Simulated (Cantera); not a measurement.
Feed: 1 mol SiO₂, 1.1 mol Cl₂, 0.57 mol H₂, held at 0.100 bar.

Equilibrium computed with Cantera from the NASA thermochemical tables; the gas is ideal and each condensed phase is pure. Candidate condensed phases: H₂O, Si, SiO₂; 30 gas species. The tables hold silica as quartz up to 1696 K and as liquid above; real silica turns to tridymite and cristobalite and melts near 1996 K. Rates play no part.

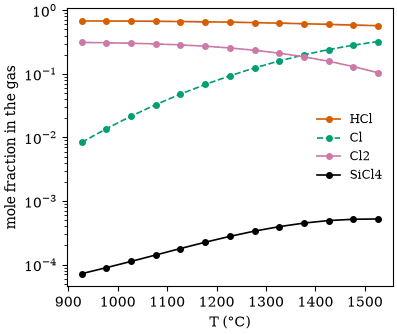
Fig. 1. Equilibrium gas composition (values under 1e-9 drawn at 1e-9)

Task: Read off the mole fractions at 1527 °C.

Result: HCl about 0.57, Cl about 0.32, Cl₂ about 0.10, SiCl₄ about 0.00052.
